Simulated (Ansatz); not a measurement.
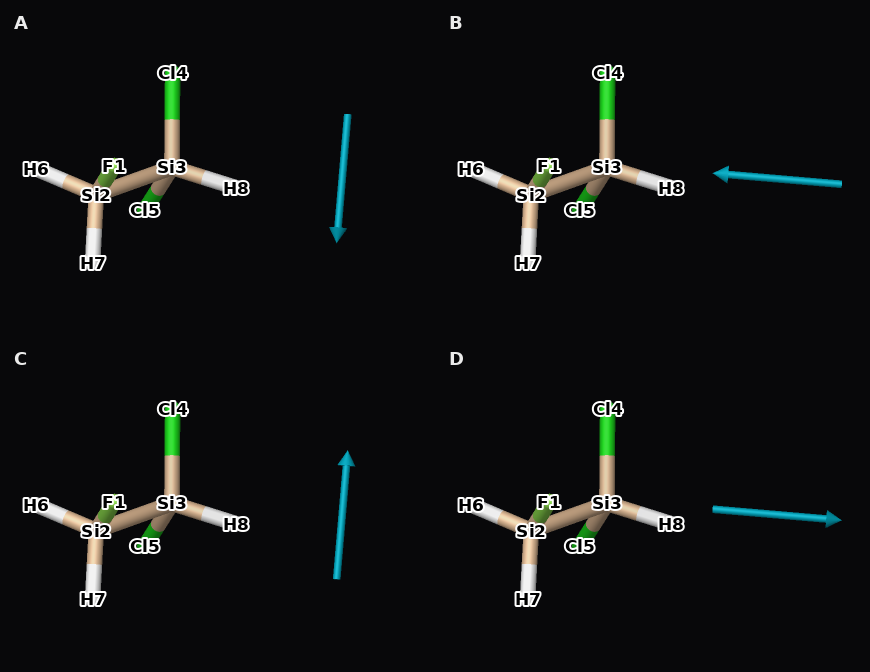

The same molecule four times, each with an arrow. The geometry was computed by an optimisation with PBE-D4/def2-SVP. No frequency run is at hand to confirm it as a minimum. Method: RKS PBE-D4/def2-SVP (Ansatz 0.2.0).

> Which arrow points along the dipole moment, from the negative to the positive end?

A. The dipole moment is 1.00 D; it points from the side of Cl4 to the side of H7 (the outermost atoms at the two ends).
